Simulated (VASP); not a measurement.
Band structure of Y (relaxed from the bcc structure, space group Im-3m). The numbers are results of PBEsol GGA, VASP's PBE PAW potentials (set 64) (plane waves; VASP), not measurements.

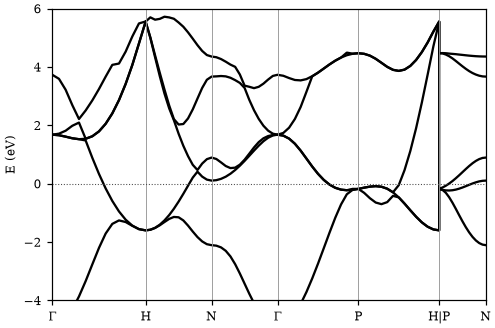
Figure: Bands along high-symmetry lines, zero at the valence-band maximum or, without a gap, the Fermi level

Question: Read the plot: is there a gap, and where are the band edges?

Answer: It has no gap at this level: it comes out as a metal or semimetal. (Edges off the drawn lines would not show.)

The structure was generated: Y was put into the bcc type (Im-3m), which need not be its known phase. It was relaxed first, which changed the volume by -5 %.
